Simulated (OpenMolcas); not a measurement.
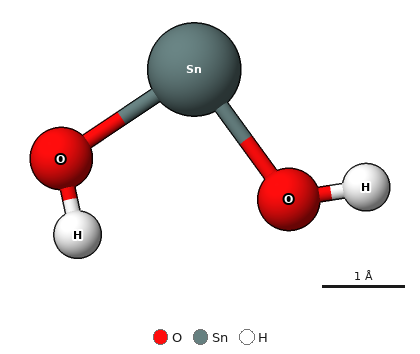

**Figure 1.** The input geometry (ball-and-stick view, seen on its broad side). Sticks mark near contacts. Bond lengths as drawn: H–O 0.96 Å and O–Sn 1.97 to 1.99 Å.

**Energy and gradient calculation, with input and output: SnH$_{2}$O$_{2}$ (part 1 of 3)**

System: SnH$_{2}$O$_{2}$, SMILES [OH][Sn][OH].
Method: SVWN5/def2-SVP, RKS (OpenMolcas 26.06).

The geometry comes from this level: PBE0-D4/def2-TZVP.

**Log**
```
--- Start Module: gateway ---

                                              &GATEWAY

                       available to each process: 1.9 GB of memory, 1 thread

 Basis Set     1 Label: O.DEF2-SVP
 Basis set is read from library:.
 basistype.tbl is not found

 Basis Set     2 Label: SN.DEF2-SVP
 Basis set is read from library:.
 basistype.tbl is not found

 Basis Set     3 Label: O.DEF2-SVP
 Basis set is read from library:.
 basistype.tbl is not found

 Basis Set     4 Label: H.DEF2-SVP
 Basis set is read from library:.
 basistype.tbl is not found

++    Symmetry information:
      ---------------------

                    Character Table for C1

                             E
                    a        1  x, y, xy, Rz, z, xz, Ry, yz, Rx, I
--

++    Basis set information:
      ----------------------

      Basis set label: O.DEF2-SVP.........

      Electronic valence basis set:
      ------------------
      Associated Effective Charge   8.000000 au
      Associated Actual Charge      8.000000 au
      Nuclear Model: Point charge

      Shell  nPrim  nBasis  Cartesian Spherical Contaminant
         s       7       3        X
         p       4       2        X
         d       1       1                 X

      Basis set label: SN.DEF2-SVP....ECP.....

      Electronic valence basis set:
      ------------------
      Associated Effective Charge  22.000000 au
      Associated Actual Charge     50.000000 au
      Nuclear Model: Point charge

      Shell  nPrim  nBasis  Cartesian Spherical Contaminant
         s      10       4        X
         p       7       4        X
         d       6       2                 X

      Pseudo Potential specification:
      =======================================

      Number of Core Electrons:  28

      Potential  nTerms
           H       2
         s-H       4
         p-H       6
         d-H       6

      Effective Core Potential specification:
      =======================================

      Basis set label: O.DEF2-SVP.........

      Electronic valence basis set:
      ------------------
      Associated Effective Charge   8.000000 au
      Associated Actual Charge      8.000000 au
      Nuclear Model: Point charge

      Shell  nPrim  nBasis  Cartesian Spherical Contaminant
         s       7       3        X
         p       4       2        X
         d       1       1                 X

      Basis set label: H.DEF2-SVP.........

      Electronic valence basis set:
      ------------------
      Associated Effective Charge   1.000000 au
      Associated Actual Charge      1.000000 au
      Nuclear Model: Point charge

      Shell  nPrim  nBasis  Cartesian Spherical Contaminant
         s       4       2        X
         p       1       1        X
--

++    Molecular structure info:
      -------------------------

                    ************************************************
                    **** Cartesian Coordinates / bohr, angstrom ****
                    ************************************************

     Center  Label                x              y              z                     x              y              z
        1      O1              -1.860057       0.335993      -1.159914             -0.984300       0.177800      -0.613800
        2      SN2             -0.290451      -1.783712       1.513482             -0.153700      -0.943900       0.800900
        3      O3               2.951374       0.005480       1.202055              1.561800       0.002900       0.636100
        4      H4              -3.592747      -0.010582      -1.571118             -1.901200      -0.005600      -0.831400
        5      H5               2.885990       1.313549      -0.062928              1.527200       0.695100      -0.033300

                    ***************************************
                    *    InterNuclear Distances / bohr    *
                    ***************************************

               1 O1            2 SN2           3 O3            4 H4            5 H5
    1 O1       0.000000
    2 SN2      3.755511        0.000000
    3 O3       5.370103        3.715862        0.000000
    4 H4       1.814227        4.854267        7.107480        0.000000
    5 H5       4.968295        4.708277        1.820851        6.782477        0.000000

                    *******************************************
                    *    InterNuclear Distances / angstrom    *
                    *******************************************

               1 O1            2 SN2           3 O3            4 H4            5 H5
    1 O1       0.000000
    2 SN2      1.987331        0.000000
    3 O3       2.841736        1.966349        0.000000
    4 H4       0.960047        2.568767        3.761117        0.000000
    5 H5       2.629109        2.491513        0.963553        3.589132        0.000000
--

            Nuclear Potential Energy            127.03790134 au

--- Stop Module: gateway /rc=_RC_ALL_IS_WELL_ ---

--- Start Module: seward ---

                                              &SEWARD

                       available to each process: 1.9 GB of memory, 1 thread

               SEWARD will generate:
                  Multipole Moment integrals up to order  2
                  Kinetic Energy integrals
                  Nuclear Attraction integrals (point charge)
                  One-Electron Hamiltonian integrals modified with ECP contributions
                  Velocity integrals
                  Pseudo Potential integrals
                  Orbital angular momentum around ( -0.1175  -1.3456   1.1728 )
                  Velocity quadrupole around ( -0.1175  -1.3456   1.1728 )
                  Two-Electron Repulsion integrals

                   Integrals are discarded if absolute value <: 1.00E-14
                   Integral cutoff threshold is set to       <: 1.00E-16

            Nuclear Potential Energy            127.03790134 au

      Basis set specifications :
      Symmetry species         a
      Basis functions           64

--- Stop Module: seward /rc=_RC_ALL_IS_WELL_ ---
--- Module seward spent 1 second ---

--- Start Module: scf ---

                                                &SCF

                       available to each process: 1.9 GB of memory, 1 thread

 ###############################################################################
 ###     Minimized-density-differences option turned off!                    ###
 ###############################################################################
++    Input section:
      --------------

      Header of the integral files:

      Cartesian coordinates in angstrom:
      -----------------------------------------------------
      No.  Label        X            Y            Z
      -----------------------------------------------------
       1   O1        -0.98430000   0.17780000  -0.61380000
       2   SN2       -0.15370000  -0.94390000   0.80090000
       3   O3         1.56180000   0.00290000   0.63610000
       4   H4        -1.90120000  -0.00560000  -0.83140000
       5   H5         1.52720000   0.69510000  -0.03330000
      -----------------------------------------------------
      Nuclear repulsion energy =  127.03790134
--

++    Orbital specifications:
      -----------------------

      Symmetry species               1
                                     a
      Frozen orbitals                0
      Occupied orbitals             20
      Secondary orbitals            44
      Deleted orbitals               0
      Total number of orbitals      64
      Number of basis functions     64
--

      Molecular charge                           0.000

      Numerical integration parameters
      --------------------------------
      Radial quadrature type:                         MHL
      Size of radial grid:                            99
      Lebedev angular grid:                           41
      Angular grid pruned with the crowding factor:  1.00E+10
                                 and fading factor:  1.00E+01
      Screening threshold for integral computation:   1.00E-11
      Radial quadrature accuracy:                     1.00E-25
      Maximum batch size:                             128
      AO values are stored on disk
      The same grid will be used for all iterations.

      DFT functional specifications
      -----------------------------
      Using Libxc version: 6.2.2
      Please cite the following reference:
      S. Lehtola, C. Steigemann, M. J.T. Oliveira, and M. A.L. Marques.,  SoftwareX 7, 1–5 (2018) doi:10.1016/j.softx.2017.11.002

      * Slater exchange
        - P. A. M. Dirac.,  Math. Proc. Cambridge Philos. Soc. 26, 376 (1930) doi:10.1017/S0305004100016108
        - F. Bloch.,  Z. Phys. 57, 545 (1929) doi:10.1007/BF01340281
      * Vosko, Wilk & Nusair (VWN5)

++    Optimization specifications:
      ----------------------------

      SCF Algorithm: Conventional
      D(i)-D(i-1) density differences are used
      Number of density matrices in core                 5
      Maximum number of NDDO SCF iterations            400
      Maximum number of HF SCF iterations              400
      Threshold for SCF energy change             1.00E-10
      Threshold for density matrix                1.00E-07
      Threshold for Fock matrix                   1.00E-07
      Threshold for linear dependence             1.00E-09
      Threshold at which DIIS is turned on        1.50E-01
      Maximum depth in the DIIS procedure                5
      Maximum depth in the BFGS Hessian update          30
      Threshold at which QNR/C2DIIS is turned on  7.50E-02
      Threshold for Norm(delta) (QNR/C2DIIS)      1.00E-05
      All orbitals punched on: SCFORB
--

      Input vectors read from INPORB
      Orbital file label: *Guess orbitals

++ Convergence information
                                   SVWN5      iterations: Energy and convergence statistics

Iter     Tot. SVWN5      One-elec.       Two-elec.     Energy      Max Dij or  Max Fij      DNorm      TNorm      AccCon     Time
         Energy          Energy          Energy        Change      Delta Norm                                                in Sec.
   1  -344.953601086  -849.092258895   377.100756471   0.00E+00    8.47E-01*   1.68E+01*    1.04E+01   1.50E+02   None         1.
   2  -361.237966671  -867.504303682   379.228435672  -1.63E+01*   5.48E-01*   4.67E-01*    8.44E+00   1.50E+02   EDIIS        0.
   3  -355.635586381  -874.118482685   391.444994966   5.60E+00*   3.77E-01*   2.09E-01*    8.48E+00   1.53E+02   EDIIS        0.
   4  -363.892726153  -879.409089958   388.478462466  -8.26E+00*   4.01E-01*   9.68E-02*    3.90E+00   1.52E+02   EDIIS        0.
   5  -364.036836966  -865.777947096   374.703208792  -1.44E-01*   4.65E-01*   7.78E-02*    2.21E+00   1.49E+02   EDIIS        0.
   6  -364.269688138  -873.788309122   382.480719645  -2.33E-01*   3.30E-01*   7.47E-02*    1.37E+00   1.51E+02   EDIIS        0.
   7  -364.352433272  -874.230726570   382.840391959  -8.27E-02*   6.68E-02*   4.98E-02*    9.80E-01   1.51E+02   EDIIS        0.
   8  -364.452947823  -871.805779240   380.314930078  -1.01E-01*   2.12E-01*   2.97E-02*    4.02E-01   1.51E+02   c2DIIS       0.
   9  -364.424805442  -875.118908227   383.656201446   2.81E-02*   2.26E-02*   2.04E-02*    5.57E-01   1.51E+02   c2DIIS       0.
  10  -364.464882426  -873.275272958   381.772489193  -4.01E-02*   4.06E-02*   4.25E-03*    1.19E-01   1.51E+02   QNRc2DIIS    0.
  11  -364.463318620  -873.376157766   381.874937807   1.56E-03*   2.80E-02*   1.05E-02*    1.54E-01   1.51E+02   QNRc2DIIS    0.
  12  -364.465129013  -873.142662037   381.639631684  -1.81E-03*   3.86E-03*   1.34E-03*    9.48E-02   1.51E+02   QNRc2DIIS    0.
  13  -364.465159247  -873.197082400   381.694021814  -3.02E-05*   1.45E-03*   5.97E-04*    1.93E-02   1.51E+02   QNRc2DIIS    0.
  14  -364.465163780  -873.224506078   381.721440958  -4.53E-06*   7.46E-05*   7.47E-05*    6.02E-03   1.51E+02   QNRc2DIIS    0.
  15  -364.465163811  -873.222424396   381.719359246  -3.09E-08*   3.20E-04*   7.89E-05*    3.93E-04   1.51E+02   QNRc2DIIS    0.
  16  -364.465163876  -873.221938559   381.718873344  -6.51E-08*   2.60E-05*   7.22E-06*    1.00E-03   1.51E+02   QNRc2DIIS    0.
  17  -364.465163878  -873.221951786   381.718886570  -1.06E-09*   3.73E-06    7.39E-07*    1.17E-04   1.51E+02   QNRc2DIIS    0.
  18  -364.465163878  -873.221958095   381.718892878  -7.73E-12    1.41E-06    4.02E-07*    1.80E-05   1.51E+02   QNRc2DIIS    0.
  19  -364.465163878  -873.221958943   381.718893727  -4.21E-12    1.66E-07    5.84E-08     6.96E-06   1.51E+02   QNRc2DIIS    0.

       Convergence after  19 Iterations
--

 *****************************************************************************************************************************
 *                                             SCF/KS-DFT Program, Final results                                             *
 *                                                       Final Results                                                       *
 *****************************************************************************************************************************

::    Total KS-DFT energy                            -364.4651638776
      One-electron energy                            -873.2219589431
      Two-electron energy                             381.7188937267
      Nuclear repulsion energy                        127.0379013389
      Kinetic energy (interpolated)                   232.2958179355
      Virial theorem                                    1.5689699759
      Total spin, S(S+1)                                0.0000000000
      Total spin, S                                     0.0000000000
      Max non-diagonal density matrix element           0.0000001535
      Max non-diagonal Fock matrix element              0.0000000204

      All orbitals with orbital energies smaller than  E(LUMO)+0.5 are printed

++    Molecular orbitals:
      -------------------

      Title: RKS-DFT orbitals

      Molecular orbitals for symmetry species 1: a

          Orbital            1         2         3         4         5         6         7         8         9        10
          Energy          -18.5885  -18.5842   -4.8705   -3.2587   -3.2535   -3.2502   -0.9457   -0.9393   -0.9292   -0.9264
          Occ. No.          2.0000    2.0000    2.0000    2.0000    2.0000    2.0000    2.0000    2.0000    2.0000    2.0000
```
